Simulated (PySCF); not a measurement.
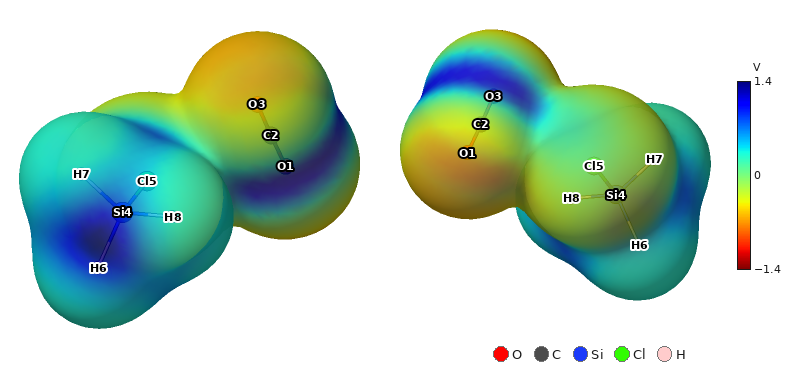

*CH$_{3}$ClO$_{2}$Si, SMILES `O=C=O.[SiH3]Cl`. Electrostatic potential on the surface of electron density 0.001 a.u. (back view left, front view right).*

Method: PBE0/aug-cc-pVDZ; geometry: an unrelaxed start of a pair search; program: PySCF.

Where are the extremes of the potential on the surface?

Answer. Highest: 1.39 V, near H6 (1.95 Å), Si4 (2.01 Å), H7 (2.16 Å) and H8 (2.17 Å). Further maxima include 1.13 V, 1.7 Å from C2; 1.13 V, 1.7 Å from C2. Lowest: −0.68 V, 1.7 Å from O1. The surface is sampled at points, so like sites can differ by a few per cent and only the strongest of them is named.

The PySCF run took 40 s on 1 thread of Intel(R) Xeon(R) Processor @ 2.50GHz (Skylake/Cascade Lake), on a shared host, peak memory 0.57 GiB.
